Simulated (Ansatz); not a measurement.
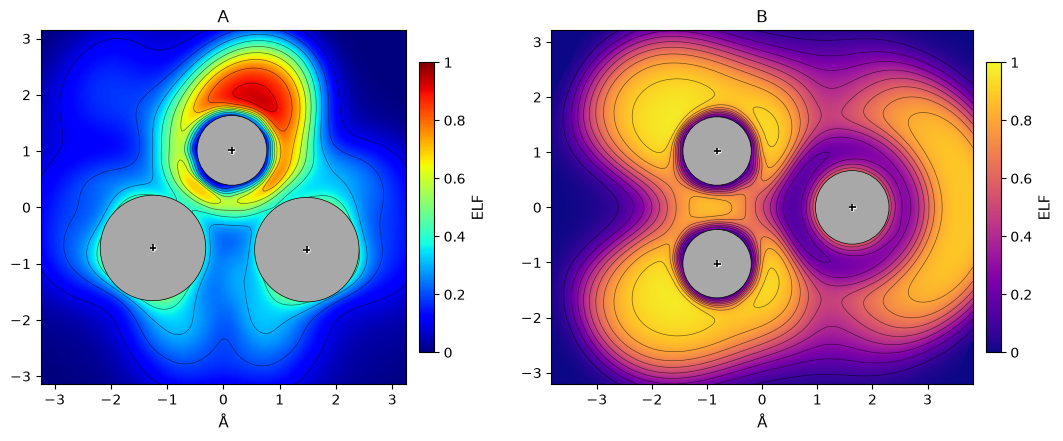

The electron localisation function of 2 systems, each on a plane through atoms (crosses mark nuclei in the plane; grey discs cover the cores).

All numbers below come from RKS PBE0-D4/def2-TZVPD (Ansatz 0.2.0).

System 1: PPt$_{3}$ (charge −1), the plane of atoms Pt2, P1 and Pt3. Geometry: B3LYP-D4/def2-SVPD; core potentials replace the inner electrons of Pt.

```xyz
4

P    -0.4592    0.8440   -0.0033
Pt   -0.5409   -1.3823    0.1161
Pt    0.3369    0.1736   -1.9537
Pt    0.6633    0.3646    1.8409
```

System 2: InP$_{2}$ (charge −1), the molecular plane. Geometry: r2SCAN-D4/def2-TZVPD; core potentials replace the inner electrons of In.

```xyz
3

In    0.6853    1.4175   -0.4370
P     0.1723   -1.1864   -0.5233
P    -0.8576   -0.2311    0.9603
```

**Match each panel to its system.**

Panel A is system 1, PPt$_{3}$: the plane holds P and Pt. P–Pt (2.21 Å): the ELF peaks at about 0.70 in the valence shell of P, 0.9 Å from its nucleus, and is about 0.50 at the midpoint. Panel B is system 2, InP$_{2}$: the plane holds In and P. P–P (2.04 Å): the ELF peaks at about 0.85 between the atoms (localised, covalent bonding).
